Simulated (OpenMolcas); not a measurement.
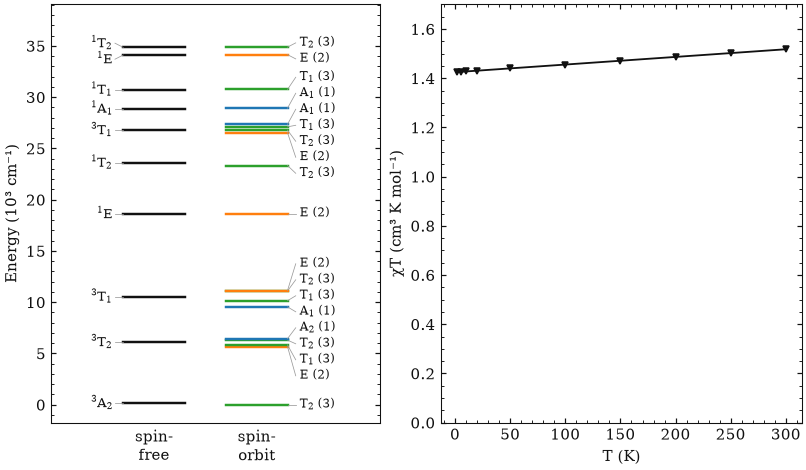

Levels of a 3d ion of charge +2 as a dopant in CsCaF₃, a cluster with its 6 nearest F⁻ at 2.046 Å (octahedron) embedded in model potentials and point charges; the geometry was set, not optimised. Labels give the representation in O, Td, D4 or D3 as the site allows (double group for half-integer spin) where it could be assigned and, in brackets, the degeneracy; spin-free states, where drawn, share the zero of the spin-orbit levels. The calculation used state-averaged CASSCF, the open shell active, basis ANO-RCC-VDZP on all atoms, DKH2 scalar Hamiltonian, spin-orbit coupling by RASSI with atomic mean-field integrals (OpenMolcas). Powder susceptibility by Van Vleck's formula.

### Which ion is the dopant?

Ni²⁺ (3d⁸). The ground level is T₂, 3-fold degenerate, 100 % from states of spin multiplicity 3. The next level lies at 5,670 cm⁻¹ (E). The lowest spin-free state is ³A₂, from the free-ion F term; of the same spin there follow at 5,950 cm⁻¹ (³T₂), 10,400 cm⁻¹ (³T₁) and 26,600 cm⁻¹ (³T₁) above it. A ligand-field fit to the spin-free states gives |10Dq| = 5,820 cm⁻¹, B = 1,270 and C = 4,680 cm⁻¹ (rms misfit 60 cm⁻¹). χT is 1.43 cm³ K mol⁻¹ at 2 K and 1.52 at 300 K, an effective moment of 3.48 μB. The active orbitals hold 95 to 99 % metal character (Löwdin), and the Mulliken charge of the metal is +1.60.

Note: the geometry is set by hand, with no relaxation and no charge compensation.
